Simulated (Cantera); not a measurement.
Input: 1 mol Si, 1.3 mol NF₃, 5.9 mol N₂, held at 90.0 Pa.

Cantera equilibrium calculation (NASA polynomials, part measured and part estimated; ideal gas, pure solids and liquids). Candidate condensed phases: Si, Si₃N₄; 16 gas species. The tables' values for SiF₃, SiF₂ are old estimates; treat these amounts as uncertain. Kinetics and transport are ignored.

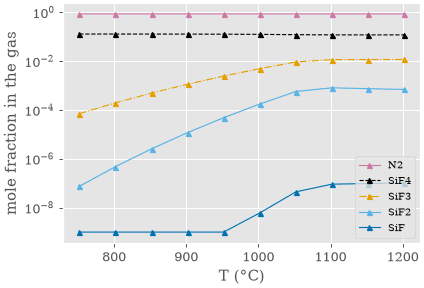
Figure: Equilibrium gas composition (values under 1e-9 drawn at 1e-9)

From 752 °C to 1052 °C the condensed part is Si₃N₄(s). From 1102 °C to 1202 °C nothing is condensed. The main Si-bearing gas is SiF₄ throughout.
